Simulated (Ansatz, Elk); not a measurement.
# Bonding as seen by X-rays: ScSI

The structure of ScSI used here is made up (a known structure type with other elements) and was relaxed beforehand with PBE. The aim is the Fourier transform of its all-electron density, F(hkl), set beside the sum over free spherical atoms that refinements use.

Calculated with Elk 11.2.3 (patched build); DFT, PBE, all-electron APW+lo, Dirac cores, scalar-relativistic bands, static density, no spin.

The structure was built from a prototype and need not be the compound's stable phase.

## 1. The starting structure

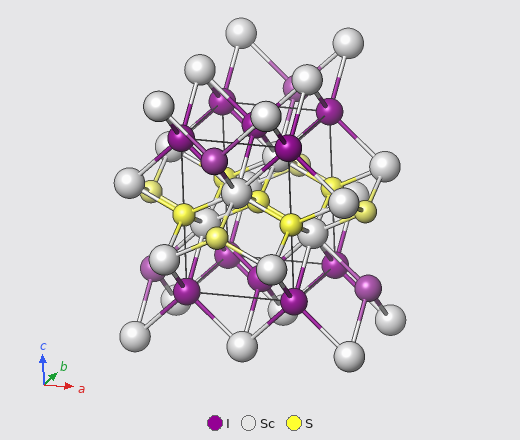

The cell as given, slightly off an axis (iodine purple, scandium white, sulfur yellow). Some periodic images of atoms are drawn too.

Structure file:

```cif
data_structure
_symmetry_space_group_name_H-M 'P 1'
_symmetry_Int_Tables_number 1
_cell_length_a 4.8304
_cell_length_b 4.8304
_cell_length_c 6.8358
_cell_angle_alpha 90.000
_cell_angle_beta 90.000
_cell_angle_gamma 90.000
_cell_volume 159.50
loop_
_atom_site_label
_atom_site_type_symbol
_atom_site_fract_x
_atom_site_fract_y
_atom_site_fract_z
_atom_site_occupancy
I1 I 0.00000 0.00000 0.00000 1
I2 I 0.50000 0.50000 0.00000 1
Sc3 Sc 0.00000 0.50000 0.32578 1
Sc4 Sc 0.50000 0.00000 0.67422 1
S5 S 0.50000 0.50000 0.50000 1
S6 S 0.00000 0.00000 0.50000 1
```

## 2. Ground state and structure factors

An all-electron density is needed, since X-rays see the cores too. Task 0 finds the density and task 195 Fourier-transforms it; tshift is off so that phases refer to the origin typed.

Contents of elk.in:

```
tasks
  0
  195

xctype
  20

spinpol
  .false.

rgkmax
  7.0

gmaxvr
  14.0

lmaxo
  7

lmaxapw
  8

swidth
  0.002

tshift
  .false.

ramdisk
  .false.

hmaxvr
  5.5

maxscl
  120

epspot
  1e-06

sppath
  './'

avec
  9.12812699419 -0.00000000000 0.00000000000
  -0.00000000000 9.12812699419 0.00000000000
  0.00000000000 0.00000000000 12.91781978498

atoms
  3
  'I.in'
  2
  0.0000000000 -0.0000000000 -0.0000000000   0.000000 0.000000 0.000000
  0.5000000000 0.5000000000 -0.0000000000   0.000000 0.000000 0.000000
  'Sc.in'
  2
  0.0000000000 0.5000000000 0.3257812843   0.000000 0.000000 0.000000
  0.5000000000 -0.0000000000 0.6742187157   0.000000 0.000000 0.000000
  'S.in'
  2
  0.5000000000 0.5000000000 0.5000000000   0.000000 0.000000 0.000000
  -0.0000000000 0.0000000000 0.5000000000   0.000000 0.000000 0.000000

ngridk
  5 5 4
```

Started as:

```bash
$ OMP_NUM_THREADS=4 elk
```

Numbers of over 12 decimals in the logs are rounded to 6 here.

Log:

```text
┌─────────────────────────┐
│ Elk code version 11.2.3 │
└─────────────────────────┘

All units are atomic (Hartree, Bohr, etc.)

┌─────────────────────────────────────────────────┐
│ Ground-state run starting from atomic densities │
└─────────────────────────────────────────────────┘

Lattice vectors :
   9.128126994      -0.000000000       0.000000000
  -0.000000000       9.128126994       0.000000000
   0.000000000       0.000000000       12.91781978

Reciprocal lattice vectors :
  0.6883323721       0.000000000      -0.000000000
   0.000000000      0.6883323721      -0.000000000
  -0.000000000      -0.000000000      0.4863967304

Unit cell volume      :    1076.347654
Brillouin zone volume :   0.2304554783

Muffin-tin inner radius fraction :   0.1000000000E-01

Nuclei treated as point charges

Species : 1 (I)
 parameters loaded from : I.in
 name : iodine
 nuclear charge    :   -53.00000000
 electronic charge :    53.00000000
 atomic mass :    231332.6972
 muffin-tin radius :    2.600000000
 number of radial points in muffin-tin :   1193
 inner part over the whole radius :   0.9964907323E-02
 number on inner part of muffin-tin    :    851
 approximate nuclear radius :   0.9002358621E-04
 number of mesh points to nuclear radius :    431
 atomic positions (lattice), magnetic fields (Cartesian) :
  1 :   0.00000000  0.00000000  0.00000000    0.00000000  0.00000000  0.00000000
  2 :   0.50000000  0.50000000  0.00000000    0.00000000  0.00000000  0.00000000

Species : 2 (Sc)
 parameters loaded from : Sc.in
 name : scandium
 nuclear charge    :   -21.00000000
 electronic charge :    21.00000000
 atomic mass :    81949.61073
 muffin-tin radius :    2.400000000
 number of radial points in muffin-tin :    993
 inner part over the whole radius :   0.9898716403E-02
 number on inner part of muffin-tin    :    698
 approximate nuclear radius :   0.6711386133E-04
 number of mesh points to nuclear radius :    323
 atomic positions (lattice), magnetic fields (Cartesian) :
  1 :   0.00000000  0.50000000  0.32578128    0.00000000  0.00000000  0.00000000
  2 :   0.50000000  0.00000000 -0.32578128    0.00000000  0.00000000  0.00000000

Species : 3 (S)
 parameters loaded from : S.in
 name : sulphur
 nuclear charge    :   -16.00000000
 electronic charge :    16.00000000
 atomic mass :    58450.91931
 muffin-tin radius :    2.200000000
 number of radial points in muffin-tin :    793
 inner part over the whole radius :   0.9890556315E-02
 number on inner part of muffin-tin    :    554
 approximate nuclear radius :   0.6195814986E-04
 number of mesh points to nuclear radius :    251
 atomic positions (lattice), magnetic fields (Cartesian) :
  1 :   0.50000000  0.50000000  0.50000000    0.00000000  0.00000000  0.00000000
  2 :   0.00000000  0.00000000  0.50000000    0.00000000  0.00000000  0.00000000

Total number of atoms per unit cell :    6
Total muffin-tin volume :    352.2605011
 ratio of muffin-tin to unit cell volume :   0.3272739061

Spin treatment :
 spin-unpolarised

Number of Bravais lattice symmetries :   16
Number of crystal symmetries         :   16
Crystal has no inversion symmetry
Complex Hermitian eigensolver will be used

k-point grid :      5     5     4
k-point offset :    0.000000000       0.000000000       0.000000000
k-point set is reduced with full crystal symmetry group
Total number of k-points :       18

Muffin-tin radius times maximum |G+k| :    7.000000000
 using average radius
Maximum |G+k| for APW functions       :    2.916666667
Maximum (1/2)|G+k|²                   :    4.253472222
Maximum |G| for potential and density :    14.00000000
Constant for pseudocharge density :    9
 order of it for each species :   16  16  16
 order of it for pair densities of each species (exact exchange by exxq0 0: 17) :   11  10   7
Radial integration step length :    1

G-vector grid sizes :     42    42    60
Number of G-vectors :    50025

Maximum angular momentum used for
 APW functions            :    8
 outer part of muffin-tin :    7
[...]
exchange                    :     -484.03276362210
 correlation                 :     -8.768671
 electron entropic           :    -0.32937745619066E-03
 total energy                :     -16567.265590506

Density of states at Fermi energy :    23.99751222
 (states/Hartree/unit cell)

Estimated indirect band gap :   0.3124129711E-02
 from k-point 6 to k-point 1
Estimated direct band gap   :   0.7647275400E-02
 at k-point 6

Charges :
 core                        :    112.0000000
 valence                     :    68.00000000
 interstitial                :    11.06870611
 muffin-tins (core leakage)
  species : 1 (I)
[...]
species : 2 (Sc)
[...]
species : 3 (S)
[...]
total in muffin-tins        :    168.9312939
 total calculated charge     :    179.9994329
 total charge                :    180.0000000
 error                       :   0.5671302908E-03

RMS change in Kohn-Sham potential (target) :   0.3239970481     (  0.1000000000E-05)
Absolute change in total energy (target)   :   0.5304022792     (  0.1000000000E-03)

[... loops 3 to 15 left out ...]

┌──────────────────┐
│ Loop number : 16 │
└──────────────────┘

Energies :
 Fermi                       :     0.211785
 sum of occupied eigenvalues :     -10014.129576369
 electron kinetic            :      17434.582853717
 core electron kinetic       :      16916.293470086
 Coulomb                     :     -33506.973764976
 Coulomb potential           :     -26806.775556045
 nuclear-nuclear             :     -1531.5912573749
 electron-nuclear            :     -37170.451409288
 Hartree                     :      5195.0689016874
 Madelung                    :     -20103.585986953
 xc potential                :     -641.93687404146
 exchange                    :     -484.07497844272
 correlation                 :     -8.774303
 electron entropic           :    -0.25051688364919E-03
 total energy                :     -16565.240442718

Density of states at Fermi energy :    16.78246589
 (states/Hartree/unit cell)

Estimated indirect band gap :   0.4744522606E-02
 from k-point 6 to k-point 1
Estimated direct band gap   :   0.1064483296E-01
 at k-point 6

Charges :
 core                        :    112.0000000
 valence                     :    68.00000000
 interstitial                :    11.06103247
 muffin-tins (core leakage)
  species : 1 (I)
[...]
species : 2 (Sc)
[...]
species : 3 (S)
[...]
total in muffin-tins        :    168.9389675
 total calculated charge     :    179.9994197
 total charge                :    180.0000000
 error                       :   0.5803167182E-03

RMS change in Kohn-Sham potential (target) :   0.2752728456E-06 (  0.1000000000E-05)
Absolute change in total energy (target)   :   0.4471692591E-04 (  0.1000000000E-03)

Convergence targets achieved

┌──────────────────┐
│ Loop number : 17 │
└──────────────────┘

Energies :
 Fermi                       :     0.211785
 sum of occupied eigenvalues :     -10014.129583966
 electron kinetic            :      17434.582844373
 core electron kinetic       :      16916.293463710
 Coulomb                     :     -33506.973761805
 Coulomb potential           :     -26806.775557327
 nuclear-nuclear             :     -1531.5912573749
 electron-nuclear            :     -37170.451401592
 Hartree                     :      5195.0688971624
 Madelung                    :     -20103.585983141
 xc potential                :     -641.93687101230
 exchange                    :     -484.07497847965
 correlation                 :     -8.774302
 electron entropic           :    -0.25051727234931E-03
 total energy                :     -16565.240448921

Density of states at Fermi energy :    16.78248975
 (states/Hartree/unit cell)

Estimated indirect band gap :   0.4744518663E-02
 from k-point 6 to k-point 1
Estimated direct band gap   :   0.1064481615E-01
 at k-point 6

Charges :
 core                        :    112.0000000
 valence                     :    68.00000000
 interstitial                :    11.06103199
 muffin-tins (core leakage)
  species : 1 (I)
[...]
species : 2 (Sc)
[...]
atom 2                    :    18.93448376     ( -0.2163955344E-06)
  species : 3 (S)
   atom 1                    :    14.54625847     (  0.7025875101E-04)
   atom 2                    :    14.54625847     (  0.7025875101E-04)
 total in muffin-tins        :    168.9389680
 total calculated charge     :    179.9994197
 total charge                :    180.0000000
 error                       :   0.5803166902E-03

┌──────────────────────────────┐
│ Self-consistent loop stopped │
└──────────────────────────────┘

Warning : core states of species 1 leak from the muffin-tin :   0.2013571371E-03

Wrote STATE.OUT
```

The job ended after 26 s (4 threads of AMD EPYC 9B45 (Zen 5), shared host; peak memory 0.29 GiB; 68 s of CPU time).

SFACRHO.OUT:

```text

h k l indices transformed by vhmat matrix:
   1.000000000       0.000000000       0.000000000    
   0.000000000       1.000000000       0.000000000    
   0.000000000       0.000000000       1.000000000    

      h      k      l  multipl.   |H|            Re(F)            Im(F)           |F|

      0      0      0      1   0.0000000       180.00000      0.52982289E-16   180.00000    
      0      0     -1      2  0.48639673       53.698978     -0.29439743E-14   53.698978    
      0      1      0      4  0.68833237       0.0000000      0.90114344E-14  0.90114344E-14
      1      0      1      4  0.84284235      0.37343311E-14   31.000650       31.000650    
      0     -1      1      4  0.84284235      0.37343311E-14  -31.000650       31.000650    
      0      0     -2      2  0.97279346       98.709606      0.55099177E-14   98.709606    
      1     -1      0      4  0.97344898       84.646931      0.76719067E-14   84.646931    
      1      1      1      8   1.0882025       79.745049     -0.93705451E-14   79.745049    
      1      0     -2      4   1.1916915      0.18671655E-14   25.587976       25.587976    
      0      1     -2      4   1.1916915     -0.56014966E-14  -25.587976       25.587976    
      1     -1      2      8   1.3762013       123.09083      0.90884260E-14   123.09083    
     -2      0      0      4   1.3766647       135.49482      0.16817173E-13   135.49482    
      0      0     -3      2   1.4591902       89.646524     -0.72905759E-14   89.646524    
      0     -2     -1      4   1.4600642       47.698028      0.21443229E-14   47.698028    
      0      2      1      4   1.4600642       47.698028     -0.21716740E-14   47.698028    
     -2      1      0      8   1.5391580       0.0000000      0.21003360E-13  0.21003360E-13
      0      1     -3      4   1.6133932     -0.18671655E-14  -3.7134449       3.7134449    
      1      0     -3      4   1.6133932       0.0000000       3.7134449       3.7134449
```

Elk indexes on the primitive cell of elk.in and gives |H| = 4π sin θ/λ in inverse bohr. Below, one row stands for each form hkl of the conventional cell (m members, Friedel mates merged), F is for one primitive cell and the density is static (no thermal factor). Free-atom factors are Waasmaier and Kirfel's, and R is Σm||F|−|F'||/Σm|F|.

| hkl | m | sin θ/λ (Å⁻¹) | abs F, DFT | neutral atoms | diff. | abs of complex diff. |
| --- | --- | --- | --- | --- | --- | --- |
| 001 | 2 | 0.073 | 53.699 | 53.922 | -0.223 | 0.223 |
| 100 | 4 | 0.103 | 0.000 | 0.000 | +0.000 | 0.000 |
| 101 | 8 | 0.127 | 31.001 | 30.947 | +0.053 | 0.053 |
| 002 | 2 | 0.146 | 98.710 | 97.886 | +0.824 | 0.824 |
| 110 | 4 | 0.146 | 84.647 | 83.783 | +0.864 | 0.864 |
| 111 | 8 | 0.164 | 79.745 | 80.075 | -0.330 | 0.330 |
| 102 | 8 | 0.179 | 25.588 | 25.659 | -0.071 | 0.071 |
| 112 | 8 | 0.207 | 123.091 | 122.964 | +0.127 | 0.127 |
| 200 | 4 | 0.207 | 135.495 | 135.497 | -0.002 | 0.002 |
| 003 | 2 | 0.219 | 89.647 | 89.880 | -0.233 | 0.233 |
| 201 | 8 | 0.220 | 47.698 | 47.649 | +0.049 | 0.049 |
| 210 | 8 | 0.232 | 0.000 | 0.000 | +0.000 | 0.000 |
| 103 | 8 | 0.243 | 3.713 | 3.953 | -0.240 | 0.240 |
| 211 | 16 | 0.243 | 24.497 | 24.758 | -0.261 | 0.261 |

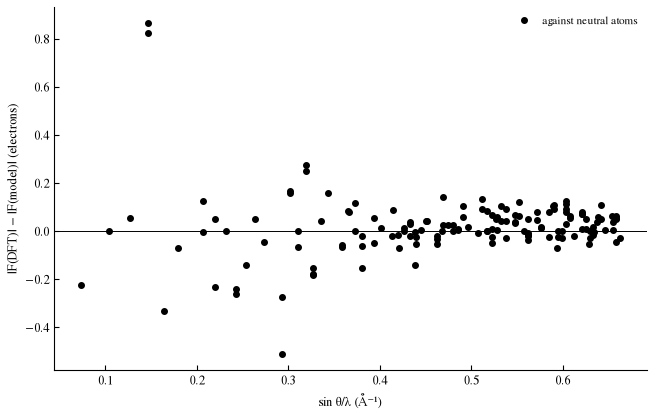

Difference between the calculated structure factors and the independent-atom ones.

## 3. The highest occupied states alone

An energy window below the Fermi level keeps the highest occupied states, to see at which angles they scatter; shallow core shells can lie inside it and anion s states outside. No new self-consistency is needed.

elk.in, as its differences from that of step 2:

```diff
@@ -1,3 +1,2 @@
 tasks
-  0
   195
@@ -40,2 +39,5 @@
 
+wsfac
+  -0.155710 0.511780
+
 sppath
```

Started as:

```bash
$ OMP_NUM_THREADS=4 elk
```

Log:

```text
┌─────────────────────────────────┐
│ Elk code version 11.2.3 started │
└─────────────────────────────────┘

Info(readinput): the functional depends on the density's gradient
 muffin-tin radial points multiplied by    2.00000
 (not where nrmtscf is given)

┌────────────────────┐
│ Current task : 195 │
└────────────────────┘

Info(sfacrho): density structure factors written to SFACRHO.OUT

 Energy window :  -0.1557100000      0.5117800000

┌──────────────────┐
│ Elk code stopped │
└──────────────────┘
```

Elapsed: 8.8 s, on 4 threads; peak memory 0.19 GiB; 10 s of CPU time.

States within 10 eV below the Fermi level hold 24.00 electrons; any levels below the window count with the cores. Their amplitudes can exceed the total, where window and core parts have opposite phase:

| hkl | sin θ/λ (Å⁻¹) | abs F, window | abs F, all |
| --- | --- | --- | --- |
| 001 | 0.073 | 0.941 | 53.699 |
| 100 | 0.103 | 0.000 | 0.000 |
| 101 | 0.127 | 1.515 | 31.001 |
| 002 | 0.146 | 7.155 | 98.710 |
| 110 | 0.146 | 6.690 | 84.647 |
| 111 | 0.164 | 0.679 | 79.745 |
| 102 | 0.179 | 0.584 | 25.588 |
| 112 | 0.207 | 3.095 | 123.091 |
| 200 | 0.207 | 3.245 | 135.495 |
| 003 | 0.219 | 0.741 | 89.647 |

(Continued in part 2 of 2.)

[Logs are printed without paths, hosts, clocks, repeated set-up lines and the standing remarks that a program may print on its own settings, such as how far it seeks lower states.]

[Hosts, paths, dates, database ids (printed as entryN), source tags and the programs' standing remarks are cut or masked in the printed files.]
